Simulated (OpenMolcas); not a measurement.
**CH3BF2 (borane,difluoromethyl) at B97-D (no dispersion term)/3-21G**

Aim: a structure relaxation of CH3BF2 (borane,difluoromethyl). 

The calculation is run with OpenMolcas 26.06.

7 further runs of the same task are left out: 7 set aside as unsound or not needed.

### 1 The structure to begin with

The species is CH3BF2 (7 atoms), meant as a singlet with charge 0. As SMILES, `CB(F)F`. All atoms were displaced at random from a relaxed shape. The run starts from this shape.

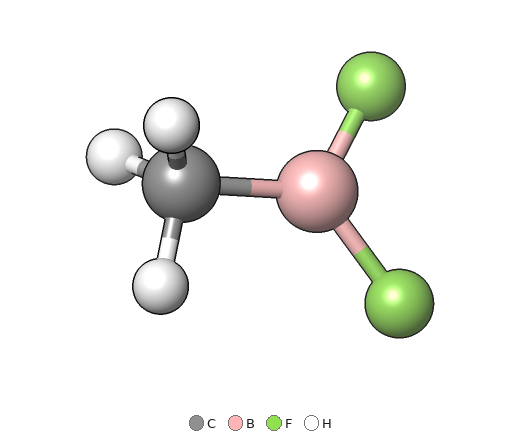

Viewed from a chosen angle; carbon grey, boron pink, fluorine green, hydrogen white.

### 2 A geometry optimisation at B97-D (no dispersion term)/3-21G

Contents of job.input:

```
* CH3BF2 Kohn-Sham DFT

&GATEWAY
  Coord
  7
  angstrom
  C       -0.171773       0.684059      -0.129537
  B        0.117225      -0.817673       0.083156
  F        0.721086      -1.479193       1.250310
  F       -0.281745      -1.719603      -0.853045
  H        0.169977       1.137660       0.853829
  H        0.384094       1.157280      -0.947727
  H       -1.199434       0.881003      -0.209356
  Basis
  3-21G
  Group
  NoSym
>>> EXPORT MOLCAS_MAXITER=50
>>> Do While

&SEWARD

&SCF
  KSDFT
  GGA_XC_B97_D
  PrOrbitals
  0

&SLAPAF
  NoLine
>>> EndDo
```

Command:

```
$ export MOLCAS_MEM=1860
$ pymolcas job.input > job.log
```

What values should one expect? Wanted: total energy at the end; dipole moment; HOMO energy; LUMO energy; HOMO–LUMO gap.

**Answer.** As computed:

At B97-D (no dispersion term)/3-21G:

```
               quantity          value
total energy at the end  -263.01310 Eh
          dipole moment         1.76 D
            HOMO energy       -8.36 eV
            LUMO energy       -0.39 eV
          HOMO–LUMO gap        7.98 eV
```

In words: At the final geometry: Bond lengths: C1–B2 1.569 Å, B2–F3 1.365 Å, B2–F4 1.367 Å, C1–H5 1.099 Å, C1–H6 1.105 Å, C1–H7 1.104 Å. Angles: C1–B2–F3 123.5°, C1–B2–F4 122.2°, F3–B2–F4 114.3°, B2–C1–H5 112.7°, B2–C1–H6 110.5°, B2–C1–H7 110.8°, H5–C1–H6 108.1°, H5–C1–H7 108.3°, H6–C1–H7 106.1°. The optimisation took 6 steps and changed the energy by -0.398 eV. Mulliken charges run from -0.95 on C1 to +0.78 on B2; they depend strongly on the basis.
